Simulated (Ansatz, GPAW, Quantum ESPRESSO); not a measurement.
# SrLi2SnS4: valence-band photoemission, part 7 of 8

Wanted: projected DOS of SrLi2SnS4, weighted into photoemission and X-ray emission spectra, at several levels of theory.

Ansatz 0.2.0, Quantum ESPRESSO 7.5 and GPAW 26.7.0; DFT, PBE, plane-wave PAW, default files, scalar-relativistic (the session's first sound run).

So far. Step 5 (Quantum ESPRESSO: self-consistent run): At this level the gap is 2.67 eV on the k-mesh of the self-consistent run, which can miss the band edges. Step 8 (Quantum ESPRESSO: bands): The path shows a direct gap of 2.67 eV (valence top at M, conduction bottom at M).

**9. The same cell in GPAW**

This step: DFT, PBE, PAW datasets of GPAW, plane waves, scalar-relativistic (GPAW 26.7.0).

GPAW, with its own PAW datasets and plane waves, is a further check on the main run's cell.

Contents of run.py:

```python
import json
import numpy as np
from ase import Atoms
from ase.parallel import paropen
from gpaw import GPAW, PW, FermiDirac, Mixer, MixerDif, setup_paths

atoms = Atoms(['Sn', 'Sr', 'S', 'S', 'S', 'S', 'Li', 'Li'],
              cell=[[-3.3295, 3.3295, 3.959], [3.3295, -3.3295, 3.959], [3.3295, 3.3295, -3.959]],
              scaled_positions=[[0.0, 0.0, 0.0], [0.5, 0.5, 0.0], [0.37794, 0.96474, 0.0], [0.62206, 0.62206, 0.5868], [0.96474, 0.37794, 0.0], [0.03526, 0.03526, 0.4132], [0.75, 0.25, 0.5], [0.25, 0.75, 0.5]],
              pbc=(True, True, True))
params = dict(mode=PW(500),
              xc='PBE',
              kpts={'size': (6, 6, 6), 'gamma': True},
              occupations=FermiDirac(0.02),
              nbands=-20,
              maxiter=200,
              txt='gs.txt')
atoms.calc = calc = GPAW(**params)
atoms.get_potential_energy()
ef = calc.get_fermi_level()
nk, ns = len(calc.get_ibz_k_points()), calc.get_number_of_spins()
out = dict(free=atoms.get_potential_energy(force_consistent=True), ef=ef, nel=calc.get_number_of_electrons(), cell=atoms.cell[:], frac=atoms.get_scaled_positions(wrap=False),
           eig=[[calc.get_eigenvalues(k, s) for k in range(nk)] for s in range(ns)], forces=atoms.get_forces(apply_constraint=False))
dense = calc.fixed_density(kpts={'size': (8, 8, 8), 'gamma': True}, txt='dos.txt')
out['eig_dense'] = [[dense.get_eigenvalues(k, s) for k in range(len(dense.get_ibz_k_points()))] for s in range(ns)]
dos = dense.dos(shift_fermi_level=False)
e = ef + np.arange(-30, 12, 0.05)
out['e'], out['dos'] = e - ef, dos.raw_dos(e, width=0.1)
kpts = [[0.0, 0.0, 0.0], [0.0, 0.0, 0.05], [0.0, 0.0, 0.1], [0.0, 0.0, 0.15], ..., [0.5, 0.5, -0.5]]  # list cut here
bands = calc.fixed_density(kpts=kpts, symmetry='off', txt='bands.txt', convergence={'bands': -5})
out['band_e'] = [[bands.get_eigenvalues(k, s) for k in range(len(kpts))] for s in range(ns)]
with paropen('out.json', 'w') as f:
    json.dump(out, f, default=lambda a: a.tolist())
```

Command:

```sh
> OMP_NUM_THREADS=1 mpirun -n 4 gpaw python run.py > run.log
```

Numbers of over 12 decimals in the logs are rounded to 6 here.

The log of the run:

```text
__  _  _
 | _ |_)|_||  |
 |__||  | ||/\| - 26.7.0

units:  Angstrom and eV
cores:  4
OpenMP: True

Versions:

Paths:

Git-hashes:

OMP_NUM_THREADS: 1

Environment variables:
  GPAW_CPUPY:          False
  GPAW_DEBUG:          False
  GPAW_MPI_BACKEND:    cgpaw
  GPAW_MPI_OPTIONS:    None
  GPAW_NO_C_EXTENSION: False
  GPAW_NO_GPU_MPI:     False
  GPAW_TRACE:          False
  GPAW_USE_GPUS:       False

Input parameters:
  mode=PW(ecut=500.0),
  kpts=MonkhorstPack(size=(6, 6, 6), gamma=True),
  maxiter=200,
  nbands=-20,
  occupations=Occupations(name='fermi-dirac', width=0.02, fixmagmom=False),
  xc=XC(name='PBE')

Diagonalizing LCAO Hamiltonian
Converting LCAO to pw mode

          S

                 S
             Sr Li S

                      Li

             Sn
                  S

Atoms  # Å, Bohr magnetons
|   | symbol |         x |         y |         z |    initial magnetic moments |
|---|--------|-----------|-----------|-----------|-----------------------------|
| 0 |     Sn |  0.000000 |  0.000000 |  0.000000 | ( 0.0000,  0.0000,  0.0000) |
| 1 |     Sr |  0.000000 |  0.000000 |  3.959000 | ( 0.0000,  0.0000,  0.0000) |
| 2 |      S |  1.953751 | -1.953751 |  5.315670 | ( 0.0000,  0.0000,  0.0000) |
| 3 |      S |  1.953751 |  1.953751 |  2.602330 | ( 0.0000,  0.0000,  0.0000) |
| 4 |      S | -1.953751 |  1.953751 |  5.315670 | ( 0.0000,  0.0000,  0.0000) |
| 5 |      S |  1.375749 |  1.375749 | -1.356670 | ( 0.0000,  0.0000,  0.0000) |
| 6 |     Li | -0.000000 |  3.329500 |  1.979500 | ( 0.0000,  0.0000,  0.0000) |
| 7 |     Li |  3.329500 |  0.000000 |  1.979500 | ( 0.0000,  0.0000,  0.0000) |

Unit cell  # Å
| periodic |         x |         y |         z |  lengths |     angles |
|----------|-----------|-----------|-----------|----------|------------|
|      yes | -3.329500 |  3.329500 |  3.959000 | 6.151814 | 114.466212 |
|      yes |  3.329500 | -3.329500 |  3.959000 | 6.151814 | 114.466212 |
|      yes |  3.329500 |  3.329500 | -3.959000 | 6.151814 |  99.885913 |

Number of symmetries: 8
Symmetry operations  # r_c * U_cc + t_c -> r_c
|   | kind |            matrix            |
|---|------|------------------------------|
| 0 |  E   |  1, 0, 0,  0, 1, 0,  0, 0, 1 |
| 1 |  σ   |  1, 0, 0,  0, 1, 0, -1,-1,-1 |
| 2 |  σ   |  0, 1, 0,  1, 0, 0,  0, 0, 1 |
| 3 |  C2  |  0, 1, 0,  1, 0, 0, -1,-1,-1 |
| 4 |  C2  |  0, 0, 1, -1,-1,-1,  1, 0, 0 |
| 5 |  S4  |  0, 0, 1, -1,-1,-1,  0, 1, 0 |
| 6 |  S4  | -1,-1,-1,  0, 0, 1,  1, 0, 0 |
| 7 |  C2  | -1,-1,-1,  0, 0, 1,  0, 1, 0 |

BZ-sampling:
  Number of BZ points: 216
  Number of IBZ points: 30

  Monkhorst-Pack size: [6, 6, 6]
  Monkhorst-Pack shift: [0.083333, 0.083333, 0.083333]

K-points  # in reciprocal-cell coordinates
|     |                                coordinates |     weight |
|-----|--------------------------------------------|------------|
|   0 | (  0.00000000,   0.00000000,   0.00000000) | 0.00462963 |
|   1 | (  0.16666667,  -0.16666667,   0.00000000) | 0.01851852 |
|   2 | (  0.16666667,  -0.16666667,   0.16666667) | 0.01851852 |
|   3 | (  0.16666667,   0.00000000,   0.00000000) | 0.03703704 |
|   4 | (  0.16666667,   0.16666667,  -0.16666667) | 0.00925926 |
|   5 | (  0.33333333,  -0.33333333,   0.00000000) | 0.01851852 |
|   6 | (  0.33333333,  -0.33333333,   0.16666667) | 0.03703704 |
|   7 | (  0.33333333,  -0.33333333,   0.33333333) | 0.01851852 |
|   8 | (  0.33333333,  -0.16666667,   0.00000000) | 0.07407407 |
|   9 | (  0.33333333,  -0.16666667,   0.16666667) | 0.03703704 |
| ... |                                            |            |
|  29 | (  0.50000000,   0.50000000,   0.50000000) | 0.00462963 |

Plane wave coefficients: 4486
Cutoff: 500.0 eV

Spin-components: 1 (collinear spins)
Bands:           45
Projectors:      37
Spin-degeneracy: 2
Datatype:        complex128

  Storage: CPU
  Wave functions: 96_228_000 bytes (24_057_000 per core)
  Projectors: 76_982_400 bytes (19_245_600 per core)

Parallelization:
  kpt:    4
  domain: 1
  band:   1

Density:
  Valence electrons: 50.0
  Components: 1
  Grid points: [32 32 32]
  Charge: 0.0  # |e|

Potential:
  Grid points: [32 32 32]

species:
  Sn:
    name:    Tin
    Z:       50.0
    valence: 14
    core:    36
    charge:  0.0  # [|e|]
    file:    Sn.PBE.gz
    compensation charges:
      type: gauss
      rc: 0.38  # [Å]
      lmax: 2
    cutoffs:
      filter: 2.23  # [Å]
      core: 2.35  # [Å]
    projectors
    | kind |    occ | energy [eV] | rcut [Å] |
    |------|--------|-------------|----------|
    |   5s |  2.000 |     -10.538 |    1.201 |
    |   5p |  2.000 |      -3.696 |    1.270 |
    |   4d | 10.000 |     -25.845 |    1.185 |
    |    s |        |      16.674 |    1.201 |
    |    p |        |      23.515 |    1.270 |
    |    d |        |       1.367 |    1.185 |

    Using partial waves for Sn as LCAO basis

  Sr:
    name:    Strontium
    Z:       38.0
    valence: 10
    core:    28
    charge:  0.0  # [|e|]
    file:    Sr.PBE.gz
    compensation charges:
      type: gauss
      rc: 0.40  # [Å]
      lmax: 2
    cutoffs:
      filter: 2.39  # [Å]
      core: 1.85  # [Å]
    projectors
    | kind |    occ | energy [eV] | rcut [Å] |
    |------|--------|-------------|----------|
    |   4s |  2.000 |     -40.883 |    1.291 |
    |   5s |  2.000 |      -3.525 |    1.291 |
    |   4p |  6.000 |     -22.826 |    1.291 |
    |    p |        |       4.386 |    1.291 |
    |    d |        |       0.000 |    1.254 |

    Using partial waves for Sr as LCAO basis

  S:
    name:    Sulfur
    Z:       16.0
    valence: 6
    core:    10
    charge:  0.0  # [|e|]
    file:    S.PBE.gz
    compensation charges:
      type: gauss
      rc: 0.24  # [Å]
      lmax: 2
    cutoffs:
      filter: 1.77  # [Å]
      core: 1.66  # [Å]
    projectors
    | kind |    occ | energy [eV] | rcut [Å] |
    |------|--------|-------------|----------|
    |   3s |  2.000 |     -17.254 |    0.974 |
    |   3p |  4.000 |      -7.008 |    0.979 |
    |    s |        |       9.957 |    0.974 |
    |    p |        |      20.203 |    0.979 |
    |    d |        |       0.000 |    0.900 |

    Using partial waves for S as LCAO basis

  Li:
    name:    Lithium
    Z:       3.0
    valence: 1
    core:    2
    charge:  0.0  # [|e|]
    file:    Li.PBE.gz
    compensation charges:
      type: gauss
      rc: 0.33  # [Å]
      lmax: 2
    cutoffs:
      filter: 1.91  # [Å]
      core: 2.55  # [Å]
    projectors
    | kind |    occ | energy [eV] | rcut [Å] |
    |------|--------|-------------|----------|
    |   2s |  1.000 |      -2.874 |    1.058 |
    |   2p |  0.000 |      -1.090 |    1.058 |
    |    s |        |      24.337 |    1.058 |

    Using partial waves for Li as LCAO basis

Reference energy: -298343.518546  # eV

eigensolver:
  PPCG
  Converge bands: occupied
  niter=2

density mixing:
  MSR1-Mixer
  Pratt-step length: 0.05
  Maximum mixing coefficient: 0.75
  Old densities: 10
  SVD Regularization: 0.005
  Good broyden scale: 1.0
  Trust region scale: 1.0
  Backstep threshold: 4.0
  History deletion threshold: 6.0
  Fourier metric: weight=20.0, sigma=0.015

occupation numbers:
  Fermi-Dirac:
    width: 0.0200  # eV

poisson solver:
  ecut: 4000.0  # eV

xc functional:
  name: PBE with 2 nearest neighbor stencil

Initialization done in: 1.670 s

convergence criteria:
- Maximum [total energy] change in last 3 cyles: 0.0005 eV / valence electron
- Maximum integral of absolute [dens]ity change: 0.0001 electrons / valence electron
- Maximum integral of absolute [eigenst]ate change: 4e-08 eV^2 / valence electron
maximum number of iterations: 200

SCF iterations
|iter     |     time |      energy | eigst |  dens |
|---------|----------|-------------|-------|-------|
|iter:   1|       0s |  -37.003900 | +0.17 |       |
|iter:   2|       2s |  -36.801861 | -1.66 | -1.04 |
|iter:   3|       5s |  -35.776093 | -1.56 | -1.08 |
|iter:   4|       7s |  -35.760963 | -2.68 | -1.54 |
|iter:   5|       9s |  -35.767847c| -3.63 | -2.01 |
|iter:   6|      11s |  -35.768420c| -4.93 | -2.70 |
|iter:   7|      13s |  -35.768477c| -5.88 | -3.28 |
|iter:   8|      15s |  -35.768486c| -6.80 | -3.74 |
|iter:   9|      17s |  -35.768486c| -8.00c| -4.50c|

Converged in 9 steps
SCF loop duration: 18.974 s (2.108 s/step)
Energy contributions relative to reference atoms: (reference = -298343.518546)

Energy contributions:
  Kinetic:          50.074430
  Coulomb:         -46.472618
  Zero:             -0.061347
  External:          0.000000
  Xc:              -39.308951
  Entropy:          -0.000000
  Spinorbit:         0.000000
  ----------------------------
  Free energy:     -35.768486
  Extrapolated:    -35.768486

dipole moment: (-45.533772, -45.533772, 27.716733)  # |e|*Ang

Fermi level: 4.374
Eigenvalues  # (at kpt = [0.000, 0.000, 0.000])
| band index |      eig [eV] | occ [0-2] |
|------------|---------------|-----------|
|          0 |       -30.492 |     2.000 |
|        ... |               |           |
|         17 |         1.462 |     2.000 |
|         18 |         1.838 |     2.000 |
|         19 |         1.838 |     2.000 |
|         20 |         2.569 |     2.000 |
|         21 |         2.582 |     2.000 |
|         22 |         3.091 |     2.000 |
|         23 |         3.175 |     2.000 |
|         24 |         3.175 |     2.000 |
|         25 |         6.245 |     0.000 |
|         26 |         7.500 |     0.000 |
|         27 |         8.237 |     0.000 |
|         28 |         8.624 |     0.000 |
|         29 |         8.955 |     0.000 |
|         30 |         9.629 |     0.000 |
|         31 |         9.629 |     0.000 |
|         32 |         9.638 |     0.000 |
|        ... |               |           |
|         44 |        13.997 |     0.000 |

Gap: 2.682 eV
Transition (v -> c):
  (s=0, k=29, n=24, [0.50, 0.50, 0.50]) -> (s=0, k=29, n=25, [0.50, 0.50, 0.50])
No difference between direct/indirect transitions

Forces  # eV/Ang
|        x |        y |        z |
|----------|----------|----------|
| -0.00000 |  0.00000 |  0.00000 |  # Sn   0
| -0.00000 |  0.00000 | -0.00000 |  # Sr   1
| -0.25425 |  0.25425 |  0.26203 |  # S    2
| -0.25425 | -0.25425 | -0.26203 |  # S    3
|  0.25425 | -0.25425 |  0.26203 |  # S    4
|  0.25425 |  0.25425 | -0.26203 |  # S    5
| -0.00000 |  0.00000 |  0.00000 |  # Li   6
|  0.00000 |  0.00000 |  0.00000 |  # Li   7

Force computation time: 0.281  # s

timing:  # [seconds]
  Total:  148.562  # ━━━━━━━━━━━━━━━━━━━━━━━━━━━━━━━━━━━━━━━━━━━━━━━━━━━━━━━━
  Init:     1.346  # ╸
  SCF:     18.974  # ━━━━━━━
  Forces:   0.281  #

Max RSS: 524.176  # MiB
```

It took 2.5 min on 4 MPI ranks of Arm Neoverse V2, shared host; 10 min of CPU time.

Numbers from this step:

```
free energy                  : -35.77 eV
Fermi energy                 : 4.374 eV
gap on the path              : 2.682 eV
least direct gap on the path : 2.682 eV
valence top on path          : 0 eV
gap from the DOS mesh        : 2.682 eV
```

Electronic bands along the path, in eV, zero at the valence-band maximum; v1 is the highest filled band, c1 the lowest empty one:

| point | v4 | v3 | v2 | v1 | c1 | c2 | c3 | c4 |
| --- | --- | --- | --- | --- | --- | --- | --- | --- |
| Γ | -0.97 | -0.46 | -0.38 | -0.38 | 2.69 | 3.94 | 4.68 | 5.07 |
| X | -1.29 | -1.08 | -1.04 | -0.51 | 3.16 | 4.33 | 4.66 | 4.79 |
| P | -1.33 | -0.95 | -0.85 | -0.85 | 3.05 | 4.02 | 4.67 | 4.67 |
| N | -1.22 | -0.90 | -0.67 | -0.48 | 3.04 | 3.82 | 4.83 | 4.98 |
| Γ | -0.97 | -0.46 | -0.38 | -0.38 | 2.69 | 3.94 | 4.68 | 5.07 |
| M | -1.75 | -0.48 | -0.48 | 0.00 | 2.68 | 4.16 | 4.16 | 4.50 |
| S | -1.49 | -0.55 | -0.49 | -0.10 | 2.79 | 4.20 | 4.21 | 4.56 |
| jump to S0 | -1.49 | -0.55 | -0.49 | -0.10 | 2.79 | 4.20 | 4.21 | 4.56 |
| Γ | -0.97 | -0.46 | -0.38 | -0.38 | 2.69 | 3.94 | 4.68 | 5.07 |
| jump to X | -1.29 | -1.08 | -1.04 | -0.51 | 3.16 | 4.33 | 4.66 | 4.79 |
| R | -1.43 | -0.57 | -0.53 | -0.20 | 2.87 | 4.27 | 4.28 | 4.54 |
| jump to G | -1.43 | -0.57 | -0.53 | -0.20 | 2.87 | 4.27 | 4.28 | 4.54 |
| M | -1.75 | -0.48 | -0.48 | 0.00 | 2.68 | 4.16 | 4.16 | 4.50 |

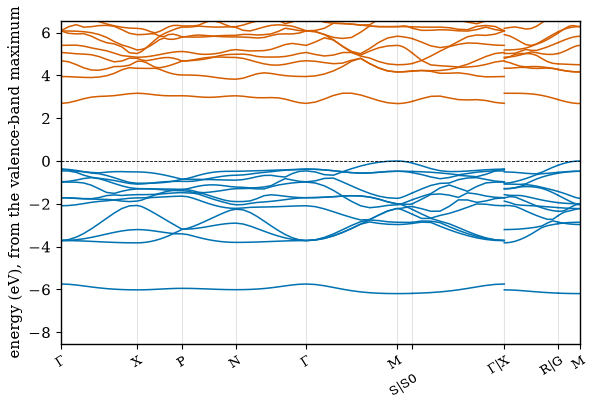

Electronic bands along the path; lines of filled and empty bands in two colours.

The DOS has structure finer than the step of the table below, so its rows give means over 2 eV, whole bins alone (the curve runs from -22.2 to 7.97 eV). Peaks (eV: height): -20.9: 42.0, -16.1: 32.1, -11.1: 16.1, -6.0: 7.71, -0.5: 12.1, 3.0: 8.16, 6.3: 8.67.

Table of DOS by E, zero at the valence-band maximum; means over each step:

| E (eV) | DOS (states/eV/cell) |
| --- | --- |
| -20 | 4.20 |
| -18 | 0 |
| -16 | 3.00 |
| -14 | 0 |
| -12 | 3.56 |
| -10 | 0.437 |
| -8 | 0 |
| -6 | 1.00 |
| -4 | 1.78 |
| -2 | 6.13 |
| 0 | 3.10 |
| 2 | 0.520 |
| 4 | 3.56 |
| 6 | 6.06 |

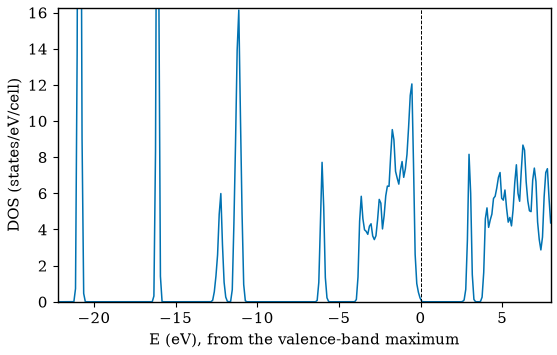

DOS against E. The peaks of deep states run off the scale.

[end of part 7 of 8]

[Logs are printed without paths, hosts, clocks, repeated set-up lines and the standing remarks that a program may print on its own settings, such as how far it seeks lower states.]

[Hosts, paths, dates, database ids (printed as entryN), source tags and the programs' standing remarks are cut or masked in the printed files.]

[Maps of the electrostatic potential energy from Ansatz leave out the sawtooth potential of an applied field or a dipole correction, so their vacuum need not be flat; work functions include it.]

[Peak lists hold at most the 14 tallest peaks of each spectrum; further lines can be left out.]
